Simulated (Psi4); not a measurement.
**C2H2FSi− (SMILES C#C[SiH-]F): wB97X/6-311+G(d,p)**

What is the energy change on altering one bond length of C2H2FSi− at wB97X/6-311+G**? 

Program for the calculation: Psi4 1.11.

### Step 1. The system as given

The species is C2H2FSi− (6 atoms), meant as a singlet with charge -1. SMILES: `C#C[SiH-]F`. Geometry: relaxed at GFN2-xTB.

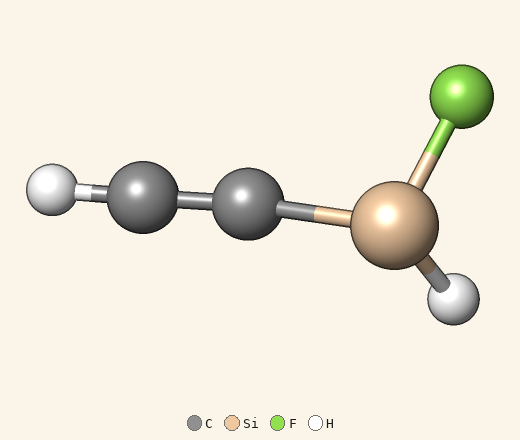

Viewed from a chosen angle; carbon grey, silicon light orange, fluorine green, hydrogen white.

### Step 2. The energy at wB97X/6-311+G(d,p)

Input file calc.py:

```python
import psi4

psi4.set_memory('1600 MB')
psi4.set_num_threads(1)
psi4.set_output_file('run.log', False)

m = psi4.geometry("""
-1 1
C
C 1 1.210246
Si 2 1.868745 1 160.15031
F 3 1.726337 2 99.93226 1 -126.47882
H 1 1.061797 4 157.46743 3 166.71396
H 3 1.523497 4 94.77707 2 100.77372
symmetry c1
no_reorient
no_com
""")

psi4.set_options({
    'puream': True,
    'e_convergence': 1e-09,
    'd_convergence': 1e-08,
    'scf_type': 'pk',
    'dft_radial_points': 99,
    'dft_spherical_points': 590,
})

result, w = psi4.energy("wb97x/6-311+G**", return_wfn=True)
psi4.oeprop(w, "DIPOLE", "QUADRUPOLE", "WIBERG_LOWDIN_INDICES", title="WB97X")
print('E =', round(result, 9))
```

Run with:

```console
$ python calc.py
```

run.log:

```text
[...]
  Running in c1 symmetry.
[...]
  Nuclear repulsion =  126.809781780071106
[...]
  Multiplicity = 1
[...]
  Nalpha       = 19
  Nbeta        = 19
[...]
    Number of basis functions: 108
[...]
   @RKS iter   1:  -466.49280468433886   -1.00654e+00   6.81550e-03 DIIS/ADIIS
[...]
   @RKS iter  13:  -466.75797366570418   -3.19460e-11   9.63932e-09 DIIS
[...]
    Orbital Energies [Eh]
    ---------------------
    Doubly Occupied:
       1A    -65.909170     2A    -24.490662     3A    -10.081481
       4A    -10.076472     5A     -5.175014     6A     -3.533862
       7A     -3.530770     8A     -3.526526     9A     -1.061144
      10A     -0.706935    11A     -0.509609    12A     -0.448335
      13A     -0.346834    14A     -0.326823    15A     -0.309834
      16A     -0.249468    17A     -0.227461    18A     -0.220732
      19A     -0.087376
[...]
  @RKS Final Energy:  -466.75797366570418
   => Energetics <=
    Nuclear Repulsion Energy =            126.8097817800711056
    One-Electron Energy =                -904.2706722352104407
    Two-Electron Energy =                 342.1931988490453023
    DFT Exchange-Correlation Energy =     -31.4902820596102089
    Empirical Dispersion Energy =           0.0000000000000000
    VV10 Nonlocal Energy =                  0.0000000000000000
    Total Energy =                       -466.7579736657041849
[...]
 Multipole Moments:
 ------------------------------------------------------------------------------------
     Multipole            Electronic (a.u.)      Nuclear  (a.u.)        Total (a.u.)
 ------------------------------------------------------------------------------------
 L = 1.  Multiply by 2.5417464519 to convert [e a0] to [Debye]
 Dipole X            :         -2.6095879            2.5806073           -0.0289805
 Dipole Y            :          0.1121918            0.3457290            0.4579208
 Dipole Z            :          2.1675962           -3.1538223           -0.9862261
 Magnitude           :                                                    1.0877377
 L = 2.  Multiply by 1.3450342976 to convert [e a0^2] to [Debye ang]
 Quadrupole XX       :        -80.9517707           51.7562245          -29.1955462
 Quadrupole XY       :         16.2602503          -15.4100713            0.8501790
[...]
```

On the terminal:

```text
E = -466.757973666
```

Wall time 15 s (1 thread of Intel Xeon 6975P-C (Granite Rapids), shared host); peak memory 0.71 GiB.

### Step 3. The distorted shape at the same level

Input file c2h2fsi.inp:

```
memory 1600 MB

molecule {
  -1 1
  C
  C 1 r2
  Si 2 r3 1 a3
  F 3 r4 2 a4 1 d4
  H 1 r5 4 a5 3 d5
  H 3 r6 2 a6 1 d6

  r2 = 1.210246
  r3 = 1.868745
  a3 = 160.15031
  r4 = 2.5895
  a4 = 99.93227
  d4 = -126.47882
  r5 = 1.061797
  a5 = 149.13019
  d5 = 170.11687
  r6 = 1.523497
  a6 = 99.73696
  d6 = 136.86968
  symmetry c1
}

set globals {
  reference rks
  puream true
  e_convergence 1e-09
  d_convergence 1e-08
  scf_type pk
  dft_radial_points 99
  dft_spherical_points 590
}

e_tot, wfn = energy("wb97x/6-311+G**", return_wfn=True)
oeprop(wfn, "WIBERG_LOWDIN_INDICES", "DIPOLE", "LOWDIN_CHARGES", title="WB97X")
```

Run with:

```console
$ psi4 c2h2fsi.inp c2h2fsi.out -n 1
```

c2h2fsi.out:

```text
[...]
  Running in c1 symmetry.
[...]
  Nuclear repulsion =  110.287270680361317
[...]
  Multiplicity = 1
[...]
  Nalpha       = 19
  Nbeta        = 19
[...]
    Number of basis functions: 108
[...]
   @RKS iter   1:  -466.39921096241750   -1.25942e+00   7.52992e-03 DIIS/ADIIS
[...]
   @RKS iter  15:  -466.69280550155321   -3.06954e-12   2.49261e-09 DIIS
[...]
    Orbital Energies [Eh]
    ---------------------
    Doubly Occupied:
       1A    -65.962422     2A    -24.394969     3A    -10.114718
       4A    -10.107756     5A     -5.226248     6A     -3.586630
       7A     -3.580901     8A     -3.576850     9A     -0.921389
      10A     -0.736955    11A     -0.538265    12A     -0.467741
      13A     -0.313492    14A     -0.261585    15A     -0.260039
      16A     -0.207470    17A     -0.193139    18A     -0.191780
      19A     -0.138607
[...]
  @RKS Final Energy:  -466.69280550155321
   => Energetics <=
    Nuclear Repulsion Energy =            110.2872706803613170
    One-Electron Energy =                -871.2237454126284319
    Two-Electron Energy =                 325.6500874293053585
    DFT Exchange-Correlation Energy =     -31.4064181985914210
    Empirical Dispersion Energy =           0.0000000000000000
    VV10 Nonlocal Energy =                  0.0000000000000000
    Total Energy =                       -466.6928055015532095
[...]
 Multipole Moments:
 ------------------------------------------------------------------------------------
     Multipole            Electronic (a.u.)      Nuclear  (a.u.)        Total (a.u.)
 ------------------------------------------------------------------------------------
 L = 1.  Multiply by 2.5417464519 to convert [e a0] to [Debye]
 Dipole X            :         -1.8238216            3.3951766            1.5713549
 Dipole Y            :         -0.3673689           -0.1605362           -0.5279050
 Dipole Z            :          1.5972499           -3.5251843           -1.9279343
 Magnitude           :                                                    2.5425913
[...]
```

Run time: 16 s. Hardware: 1 thread of Intel Xeon 6975P-C (Granite Rapids), shared host; peak memory 0.71 GiB.

### Step 4. Outcome

At wB97X/6-311+G**:

```
                                                              quantity          value
                                             first shape: total energy  -466.75797 Eh
                                              first shape: HOMO energy       -2.38 eV
                                              first shape: LUMO energy        4.87 eV
    first shape: HOMO–LUMO gap (to an unbound level, set by the basis)        7.25 eV
                                         distorted shape: total energy  -466.69281 Eh
                                          distorted shape: HOMO energy       -3.77 eV
                                          distorted shape: LUMO energy        4.27 eV
distorted shape: HOMO–LUMO gap (to an unbound level, set by the basis)        8.04 eV
    energy change with the Si3–F4 bond stretched from 1.726 to 2.590 Å       1.773 eV
```

With the Si3–F4 bond stretched from 1.726 to 2.590 Å the energy rises by 1.77 eV (41 kcal/mol). The first shape isn't relaxed at this level, so the change isn't measured from a minimum.
